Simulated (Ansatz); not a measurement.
**Single-point calculation, with input and output: CH₄FNOSi (charge +4)**

The run: single-point calculation of CH₄FNOSi, charge +4. Method and program: UKS r2SCAN-d3bjatm/6-31G* (Ansatz 0.2.0).

Some settings of this run were made unusual or wrong on purpose. The geometry comes from this level: PBE0-D4/def2-TZVP. Figures and captions count atoms from 1; the log counts them from 0 in places.

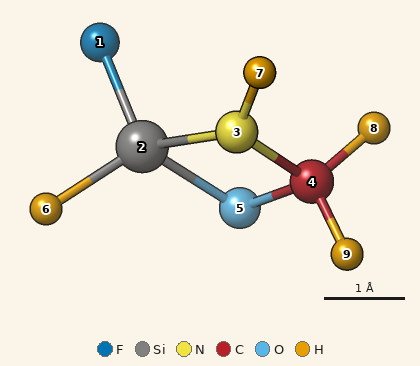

Figure 1. The structure as given in the input (ball-and-stick view, seen at a tilt; atoms are numbered from 1 in the order of the input).

**Outcome**

```tsv
quantity	value
outcome	converged
total energy	−15147.2308 eV
mean-field energy	−15147.1855 eV
dispersion energy	−0.0453 eV
⟨S²⟩	1.150
SCF solution under orbital rotations	stable
largest force (length of the vector)	6.204 eV/Å
hardware	2 threads of Arm Neoverse N1, 23 GiB of memory available, shared host
wall time	32 s (CPU time 61 s)
peak memory	0.23 GiB
```

A setting was made wrong on purpose: charge. The run converged all the same; its numbers are those of the faulty input and shouldn't be used. ⟨S²⟩ is 1.15 against 0.00 for a pure state: the solution is spin-contaminated.

**The input**
```yaml
crystal:
  periodic: [false, false, false]
  atoms:
    - {symbol: F, position_ang: [-1.383864, -0.054423, -1.912910]}
    - {symbol: Si, position_ang: [-1.044010, 0.170647, -0.376642]}
    - {symbol: N, position_ang: [0.483774, 0.819613, 0.008207]}
    - {symbol: C, position_ang: [0.841681, -0.490940, 0.555094]}
    - {symbol: O, position_ang: [-0.428561, -1.150858, 0.406375]}
    - {symbol: H, position_ang: [-2.270590, 0.759704, 0.184073]}
    - {symbol: H, position_ang: [1.163079, 1.371678, -0.483532]}
    - {symbol: H, position_ang: [1.618183, -1.015129, -0.013290]}
    - {symbol: H, position_ang: [1.108709, -0.456491, 1.615524]}
basis:
  gaussian: {orbitals: "6-31G*"}
total_charge: 4
magnetization: {spin_polarized: true, initial_magnetization: 0}
hamiltonian: {xc: {name: r2SCAN}, dispersion: d3bjatm}
output: {forces: true}
```

Launch command:
```bash
ansatz run in.yaml --threads 2 --pin off --events-out ev --progress --plain --max-ram 4352MiB
```

**Output**
```
Functional definition: r2SCAN
  name "r2SCAN"
  cite "Furness, Kaplan, Ning, Perdew & Sun, J. Phys. Chem. Lett. 11, 8208 (2020) doi:10.1021/acs.jpclett.0c02405"
  cite "Furness, Kaplan, Ning, Perdew & Sun, J. Phys. Chem. Lett. 11, 9248 (2020) doi:10.1021/acs.jpclett.0c03077"
  parent r2scan
  parameter k0 = 0.174
  parameter k1 = 0.065
  parameter a1 = 4.9479
  exchange = r2scan_x(k0 = k0, k1 = k1, a1 = a1)
  correlation = r2scan_c
988 factors; their error is unknown
mean field evaluation 1: about -15089.4869 eV, gradient 1.2e2 eV
mean field evaluation 2: about -14753.7054 eV, gradient 2.4e2 eV
mean field evaluation 4: about -15103.8564 eV, gradient 9.4e1 eV
mean field evaluation 8: about -15125.1655 eV, gradient 6.0e1 eV
mean field evaluation 16: about -15145.9113 eV, gradient 2.3e-1 eV
mean field evaluation 32: about -15139.0859 eV, gradient 3.4e1 eV
mean field evaluation 64: about -15141.8219 eV, gradient 2.7e1 eV
mean field -15147.18544159 eV, -556.6487978475 hartree, gradient 2.5e-5 eV, S^2 1.150027; 7 other end points of the search recorded, 0 dependent functions left out
the calculation of the forces begins
reference -15147.18545121 eV, -556.6487982009 hartree; 22, 22 occupied and 65, 65 virtual orbitals, 988 factors
Total energy: -15147.23079971 eV, -556.6504647275 hartree
Atom 0 at    -1.383864    -0.054423    -1.912910 Å, force    -0.237188    -0.046567    -1.035283 eV/Å
Atom 1 at    -1.044010     0.170647    -0.376642 Å, force    -4.558751     1.126746    -4.054134 eV/Å
Atom 2 at     0.483774     0.819613     0.008207 Å, force     2.857893    -2.871399     1.011886 eV/Å
Atom 3 at     0.841681    -0.490940     0.555094 Å, force    -5.074491     3.121677    -1.308403 eV/Å
Atom 4 at    -0.428561    -1.150858     0.406375 Å, force     2.785079    -3.346720     1.865189 eV/Å
Atom 5 at    -2.270590     0.759704     0.184073 Å, force    -3.912252     1.804729     1.650155 eV/Å
Atom 6 at     1.163079     1.371678    -0.483532 Å, force     2.485253     2.999501    -0.956176 eV/Å
Atom 7 at     1.618183    -1.015129    -0.013290 Å, force     3.488738    -2.140443    -0.960938 eV/Å
Atom 8 at     1.108709    -0.456491     1.615524 Å, force     2.165719    -0.647524     3.787705 eV/Å
Dipole moment:     1.013151     0.612944     1.099983 e Å
```
